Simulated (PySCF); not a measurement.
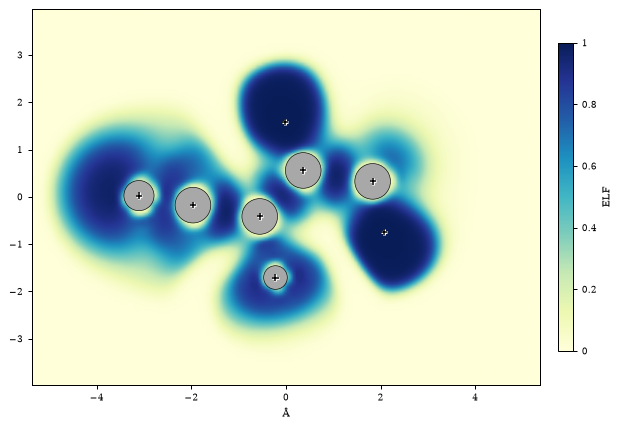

The ELF on a plane through atoms (crosses mark nuclei in the plane; grey discs cover the cores).

Theory: PBE0/pcSseg-1, SCF density, gas phase, non-relativistic in PySCF.

Candidates:
A. C₆H₁₀ (SMILES C/C=C\C=C\C)
B. C₄H₄FN (SMILES C/C=C(\F)C#N)
C. C₆H₈P (SMILES Cc1ccc(C)[p-]1) (charge −1)

Q: Which candidate gave the map?

A: Candidate B: C₄H₄FN on the plane of atoms C2, C3 and C5, which holds C, F, N and H. C–N (1.16 Å): the ELF peaks at about 0.85 between the atoms: a multiple bond. C–F (1.33 Å): the ELF peaks at about 0.85 between the atoms (a polar covalent bond).
